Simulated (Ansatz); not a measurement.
The reference is MgTe in the wurtzite structure (space group P6_3mc, No. 186; a = 4.561 Å, c = 7.413 Å).

It is then changed as follows: every lattice vector is stretched by 5.76 %, atoms relaxed at fixed cell.

Calculations: Kohn–Sham DFT with the PBEsol functional, run in Ansatz (a program for electronic structure) with PAW and 420 eV plane waves, no SOC, earlier PAW set.

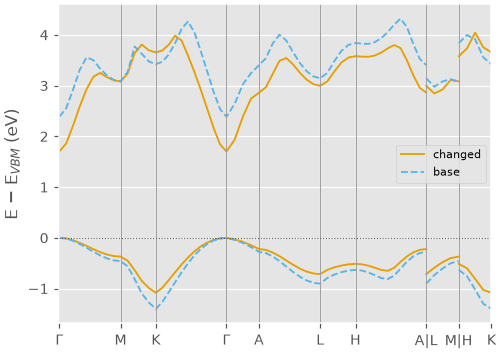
Fig. 1. Highest valence and lowest conduction band along the path, each from its own valence-band maximum

Problem. Read the changed gap and its character from the plot.

Solution. About 1.7 eV, direct at Γ.

Spin-orbit coupling, missing from the scalar runs, can matter with Te. The cells carry an imposed strain or load. Stability against distortions was not tested.
